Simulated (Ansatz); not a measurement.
**One shape, several levels: AlNH3OF (SMILES [NH2][Al]([OH])[F])**

Aim: a comparison of 6 runs (HF/3-21G, BLYP/cc-pVDZ, PBE-QIDH/cc-pVDZ, PBE/cc-pVDZ, r2SCAN/cc-pVDZ, CCSD(T)/cc-pVDZ) of AlNH3OF. 

Program for the calculation: Ansatz 0.2.0.

126 further runs of the same task are left out: 126 set aside as unsound or not needed.

### Step 1. The structure to begin with

The species is AlNH3OF (7 atoms), meant as a singlet with charge 0. As SMILES, `[NH2][Al]([OH])[F]`. The Al2–F4 distance was set to 2.137 Å, away from the relaxed value.

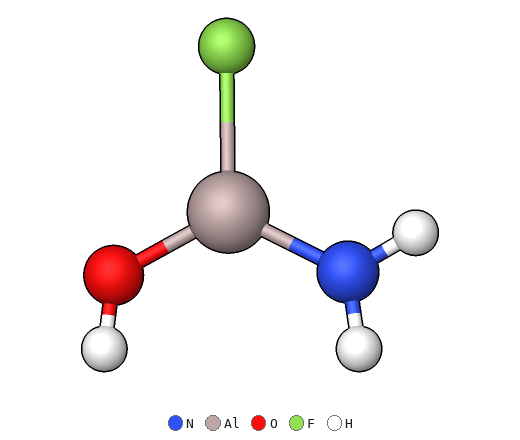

Viewed from a chosen angle; nitrogen blue, aluminium light grey, oxygen red, fluorine green, hydrogen white.

### Step 2. A single-point energy at HF/3-21G (run 1)

File input.yaml:

```yaml
basis:
  gaussian: {orbitals: 3-21G.json}
crystal:
  periodic: [false, false, false]
  atoms:
    - symbol: "N"
      position_ang: [-0.230108, 1.284432, -0.529210]
    - symbol: Al
      position_ang: [0.206392, -0.272368, 0.153390]
    - symbol: O
      position_ang: [1.708092, -0.646568, 0.820590]
    - symbol: F
      position_ang: [-1.265600, -1.822100, 0.146500]
    - symbol: H
      position_ang: [-1.133508, 1.487832, -0.923510]
    - symbol: H
      position_ang: [0.369292, 2.089932, -0.585110]
    - symbol: H
      position_ang: [2.444892, -0.043368, 0.881090]
hamiltonian: {xc: hf}
accuracy: high
output: {orbitals: {seedname: orbitals}}
```

The basis set 3-21G is read from a file made from the Basis Set Exchange's data (not shown).

Command:

```bash
$ ansatz run input.yaml --threads 1 --pin off --max-ram 3480MiB --events-out events.jsonl --progress --plain --runs-dir runs
```

What it wrote:

```text
Warning: RAYON_NUM_THREADS=1 ignored (pool sized by the plan → 1); use --threads N
Functional definition: HF
  name "HF"
  exchange = exact_x
  correlation = 0
974 factors; integrals over basis functions are off by at most 5.5e-9 eV
mean field evaluation 1: about -12782.9369 eV, gradient 5.0e1 eV
mean field evaluation 2: about -12783.0635 eV, gradient 5.0e1 eV
mean field evaluation 4: about -12787.4422 eV, gradient 2.1e0 eV
mean field evaluation 8: about -12787.5013 eV, gradient 3.5e-1 eV
mean field evaluation 16: about -12787.5025 eV, gradient 5.8e-7 eV
mean field -12787.50247465 eV, -469.9320482630 hartree, gradient 2.3e-8 eV, S^2 0.000000; 0 other end points of the search recorded, 0 dependent functions left out
reference -12787.50247465 eV, -469.9320482630 hartree; 20, 20 occupied and 26, 26 virtual orbitals, 974 factors
Total energy: -12787.50247465 eV, -469.9320482630 hartree
```

It took 0.48 s on 1 thread of Arm Neoverse V1, shared host; peak memory 0.094 GiB.

### Step 3. A single-point energy at BLYP/cc-pVDZ (run 2)

File input.yaml:

```yaml
crystal:
  periodic: [false, false, false]
  atoms:
    - {symbol: "N", position_ang: [-0.230108, 1.284432, -0.529210]}
    - {symbol: Al, position_ang: [0.206392, -0.272368, 0.153390]}
    - {symbol: O, position_ang: [1.708092, -0.646568, 0.820590]}
    - {symbol: F, position_ang: [-1.265600, -1.822100, 0.146500]}
    - {symbol: H, position_ang: [-1.133508, 1.487832, -0.923510]}
    - {symbol: H, position_ang: [0.369292, 2.089932, -0.585110]}
    - {symbol: H, position_ang: [2.444892, -0.043368, 0.881090]}
basis:
  gaussian:
    orbitals: cc-pVDZ
total_charge: 0
accuracy: high
output: {orbitals: {seedname: orbitals}}
hamiltonian:
  xc: {name: BLYP}
```

Command:

```bash
$ ansatz run input.yaml --threads 1 --pin off --max-ram 3480MiB --events-out events.jsonl --progress --plain --runs-dir runs
```

What it wrote:

```text
Warning: RAYON_NUM_THREADS=1 ignored (pool sized by the plan → 1); use --threads N
Functional definition: BLYP
  name "BLYP"
  parameter beta = 0.0042
  parameter a = 0.04918
  parameter b = 0.132
  parameter c = 0.2533
  parameter d = 0.349
  exchange = b88_x(beta = beta)
  correlation = lyp_c(a = a, b = b, c = c, d = d)
1631 factors; integrals over basis functions are off by at most 6.4e-9 eV
mean field evaluation 1: about -12883.5189 eV, gradient 9.8e1 eV
mean field evaluation 2: about -12809.0259 eV, gradient 2.1e2 eV
mean field evaluation 4: about -12900.4988 eV, gradient 2.4e1 eV
mean field evaluation 8: about -12901.5302 eV, gradient 7.8e-1 eV
mean field evaluation 16: about -12901.5290 eV, gradient 5.6e-5 eV
mean field -12901.52900688 eV, -474.1224460322 hartree, gradient 1.3e-8 eV, S^2 0.000000; 0 other end points of the search recorded, 0 dependent functions left out
reference -12901.52905910 eV, -474.1224479513 hartree; 20, 20 occupied and 55, 55 virtual orbitals, 1631 factors
Total energy: -12901.52905910 eV, -474.1224479513 hartree
```

Wall time 4.8 s (1 thread of Arm Neoverse V1, shared host); peak memory 0.18 GiB.

### Step 4. The energy at PBE-QIDH/cc-pVDZ (run 3)

File input.yaml:

```yaml
crystal:
  periodic: [false, false, false]
  atoms:
    - {symbol: N, position_ang: [-0.230108, 1.284432, -0.529210]}
    - {symbol: Al, position_ang: [0.206392, -0.272368, 0.153390]}
    - {symbol: O, position_ang: [1.708092, -0.646568, 0.820590]}
    - {symbol: F, position_ang: [-1.265600, -1.822100, 0.146500]}
    - {symbol: H, position_ang: [-1.133508, 1.487832, -0.923510]}
    - {symbol: H, position_ang: [0.369292, 2.089932, -0.585110]}
    - {symbol: H, position_ang: [2.444892, -0.043368, 0.881090]}
basis:
  gaussian: {orbitals: cc-pVDZ}
output: {orbitals: {seedname: orbitals}}
accuracy: high
correlation: {frozen_orbitals: {Al: 5, F: 1, H: 0, "N": 1, O: 1}}
hamiltonian: {xc: {name: PBE-QIDH}}
```

Command:

```bash
$ ansatz run input.yaml --threads 1 --pin off --max-ram 3480MiB --events-out events.jsonl --progress --plain --runs-dir runs
```

What it wrote:

```text
Warning: RAYON_NUM_THREADS=1 ignored (pool sized by the plan → 1); use --threads N
Functional definition: PBE-QIDH
  name "PBE-QIDH"
  parameter a = 3^(-1/3)
  parameter c = 1/3
  exchange = (1 - a)*pbe_x + a*exact_x
  correlation = (1 - c)*pbe_c + c*(mp2_os + mp2_ss)
1631 factors; integrals over basis functions are off by at most 6.4e-9 eV
mean field evaluation 1: about -12875.2412 eV, gradient 6.0e1 eV
mean field evaluation 2: about -12875.2748 eV, gradient 6.0e1 eV
mean field evaluation 4: about -12881.8845 eV, gradient 3.8e0 eV
mean field evaluation 8: about -12881.9312 eV, gradient 2.8e-1 eV
mean field evaluation 16: about -12881.9315 eV, gradient 7.6e-5 eV
mean field -12881.93154071 eV, -473.4022524344 hartree, gradient 2.5e-8 eV, S^2 0.000000; 0 other end points of the search recorded, 0 dependent functions left out
8 core orbitals not correlated: weight in the atoms' cores, before any rotation towards them, 1.000 or more for the frozen orbitals, at most 0.000 for the correlated occupied ones
reference -12881.93154195 eV, -473.4022524800 hartree; 12, 12 occupied and 55, 55 virtual orbitals, 1631 factors
second order -18.91762715 eV of doubles, -0.00000000 eV of singles
Total energy: -12888.23741767 eV, -473.6339891383 hartree
```

It took 8.1 s on 1 thread of Arm Neoverse V1, shared host; peak memory 0.22 GiB.

Runs 4 to 5 aren't shown in full; the table further down has their settings and results.

### Step 5. The energy at CCSD(T)/cc-pVDZ (run 6)

File in.yaml:

```yaml
crystal:
  periodic: [false, false, false]
  atoms:
    - {symbol: "N", position_ang: [-0.230108, 1.284432, -0.529210]}
    - {symbol: Al, position_ang: [0.206392, -0.272368, 0.153390]}
    - {symbol: O, position_ang: [1.708092, -0.646568, 0.820590]}
    - {symbol: F, position_ang: [-1.265600, -1.822100, 0.146500]}
    - {symbol: H, position_ang: [-1.133508, 1.487832, -0.923510]}
    - {symbol: H, position_ang: [0.369292, 2.089932, -0.585110]}
    - {symbol: H, position_ang: [2.444892, -0.043368, 0.881090]}
basis:
  gaussian:
    orbitals: cc-pVDZ
correlation:
  method: ccsd_t
  frozen_orbitals: {Al: 5, F: 1, H: 0, "N": 1, O: 1}
accuracy: high
scf:
  omitted_lower_state_checks: [cluster_reference, increment]
```

Command:

```bash
$ ansatz run in.yaml --threads 1 --pin off --max-ram 3480MiB --events-out events.jsonl --progress --plain --runs-dir runs
```

What it wrote:

```text
Warning: RAYON_NUM_THREADS=1 ignored (pool sized by the plan → 1); use --threads N
Functional definition: HF
  name "HF"
  exchange = exact_x
  correlation = 0
these checks for a lower state are left out or cut short: cluster_reference, increment
1631 factors; integrals over basis functions are off by at most 6.4e-9 eV
mean field evaluation 1: about -12852.9631 eV, gradient 5.2e1 eV
mean field evaluation 2: about -12853.0082 eV, gradient 5.2e1 eV
mean field evaluation 4: about -12858.0657 eV, gradient 2.7e0 eV
mean field evaluation 8: about -12858.1150 eV, gradient 3.4e-1 eV
mean field evaluation 16: about -12858.1157 eV, gradient 8.7e-9 eV
mean field -12858.11565643 eV, -472.5270348300 hartree, gradient 3.1e-8 eV, S^2 0.000000; 0 other end points of the search recorded, 0 dependent functions left out
8 core orbitals not correlated: weight in the atoms' cores, before any rotation towards them, 1.000 or more for the frozen orbitals, at most 0.000 for the correlated occupied ones
reference -12858.11565643 eV, -472.5270348300 hartree; 12, 12 occupied and 55, 55 virtual orbitals, 1631 factors
second order -16.80236507 eV of doubles, -0.00000000 eV of singles
cycle   1  -16.76480631 eV  change    3.8e-2 eV  update   1.1e-1
cycle   2  -17.12775360 eV  change   -3.6e-1 eV  update   3.5e-2
cycle   3  -17.26284013 eV  change   -1.4e-1 eV  update   2.1e-2
cycle   4  -17.26512372 eV  change   -2.3e-3 eV  update   5.7e-3
cycle   5  -17.25657948 eV  change    8.5e-3 eV  update   2.3e-3
cycle   6  -17.25624856 eV  change    3.3e-4 eV  update   7.8e-4
cycle   7  -17.25640065 eV  change   -1.5e-4 eV  update   2.6e-4
cycle   8  -17.25628695 eV  change    1.1e-4 eV  update   1.0e-4
cycle   9  -17.25627646 eV  change    1.0e-5 eV  update   4.0e-5
cycle  10  -17.25631900 eV  change   -4.3e-5 eV  update   1.7e-5
cycle  11  -17.25630302 eV  change    1.6e-5 eV  update   6.8e-6
cycle  12  -17.25630286 eV  change    1.6e-7 eV  update   2.1e-6
cycle  13  -17.25630519 eV  change   -2.3e-6 eV  update   7.8e-7
cycle  14  -17.25630547 eV  change   -2.9e-7 eV  update   3.4e-7
cycle  15  -17.25630577 eV  change   -3.0e-7 eV  update   1.4e-7
cycle  16  -17.25630583 eV  change   -5.5e-8 eV  update   6.8e-8
cycle  17  -17.25630584 eV  change   -1.5e-8 eV  update   3.8e-8
cycle  18  -17.25630596 eV  change   -1.2e-7 eV  update   1.2e-7
cycle  19  -17.25630599 eV  change   -2.5e-8 eV  update   3.0e-8
cycle  20  -17.25630600 eV  change   -1.8e-8 eV  update   1.3e-8
cycle  21  -17.25630600 eV  change    4.6e-9 eV  update   5.4e-9
cycle  22  -17.25630600 eV  change    1.3e-9 eV  update   2.5e-9
perturbative correction -0.35648505 eV, -0.0131005839 hartree
Total energy: -12875.72844748 eV, -473.1742929626 hartree
Checks for a lower state left out: cluster_reference, increment
```

Run time: 12 s. Hardware: 1 thread of Arm Neoverse V1, shared host; peak memory 0.35 GiB.

### Step 6. The series

```tsv
run	level	frozen core orbitals	energy (Eh)	HOMO energy (eV)	LUMO energy (eV)	HOMO–LUMO gap (eV)	wall time
1	HF/3-21G	–	-469.932048	-11.36	2.60	13.96	0.48 s
2	BLYP/cc-pVDZ	–	-474.122448	-6.16	-1.91	4.25	4.8 s
3	PBE-QIDH/cc-pVDZ	8	-473.633989	-10.44	0.65	11.09	8.1 s
4	PBE/cc-pVDZ	–	-473.779393	-6.32	-1.99	4.33	4.8 s
5	r2SCAN/cc-pVDZ	–	-474.028712	-6.72	-1.57	5.15	9.9 s
6	CCSD(T)/cc-pVDZ	8	-473.174293	–	–	–	12 s
```

### Step 7. Results

| quantity | value |
| --- | --- |
| run 6: total energy | -473.17429 Eh |
| run 6: correlation energy (8 core orbitals frozen) | -647.3 mEh |
| run 6: (T) correction | -13.10 mEh |
| run 6: T1 diagnostic | 0.016 |

Over runs 1, 2, 3, 4, 5 the HOMO–LUMO gap runs from 4.25 eV (BLYP/cc-pVDZ) to 13.96 eV (HF/3-21G). The two ends differ in method and basis. Totals of different functionals can't be ranked against each other. All runs together took 40 s, the longest 12 s.
